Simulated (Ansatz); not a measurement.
A structure file:

```cif
data_structure
_symmetry_space_group_name_H-M 'F -4 3 m'
_symmetry_Int_Tables_number 216
_cell_length_a 5.7318
_cell_length_b 5.7318
_cell_length_c 5.7318
_cell_angle_alpha 90.000
_cell_angle_beta 90.000
_cell_angle_gamma 90.000
_cell_volume 188.31
loop_
_atom_site_label
_atom_site_type_symbol
_atom_site_symmetry_multiplicity
_atom_site_Wyckoff_symbol
_atom_site_fract_x
_atom_site_fract_y
_atom_site_fract_z
_atom_site_occupancy
Zn1 Zn 4 a 0.00000 0.00000 0.00000 1
Se1 Se 4 c 0.25000 0.75000 0.75000 1
```

Question: What does this file describe?

Answer: The stoichiometry is ZnSe. The lattice is face-centred cubic and the space group F-43m (No. 216). In terms of structure types, this is zinc blende (sphalerite type). With Z = 4, the cell contains 4 Zn, 4 Se. Each Zn has four Se in a tetrahedral arrangement at 2.48 Å. Se is coordinated by four Zn in a tetrahedral arrangement at 2.48 Å. The bonds build a three-dimensional framework.

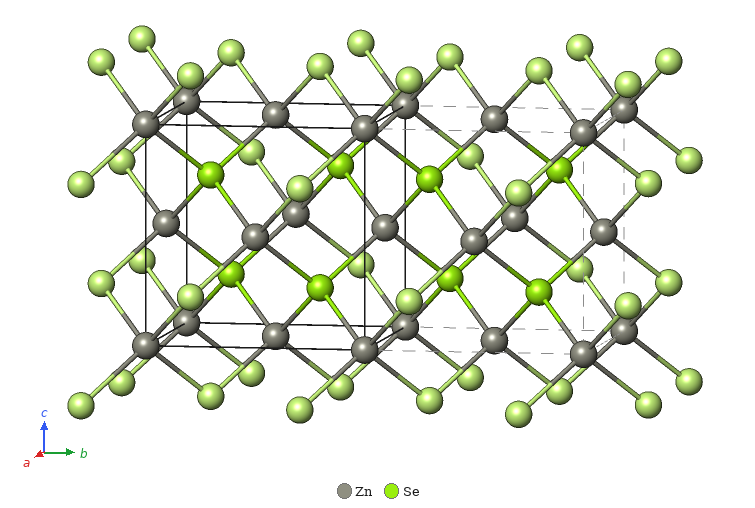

The structure above is drawn in ball-and-stick style and viewed slightly off an axis. One conventional unit cell is drawn solid; the view covers 1×2×1 cells. Bonded neighbours in the next cells are drawn too, in fainter colours. Colours: zinc grey, selenium green.

Origin of the cell: a structure listed in the Materials Project. Earlier steps of the study may have refined or changed the cell and positions. It went into a calculation with Ansatz.
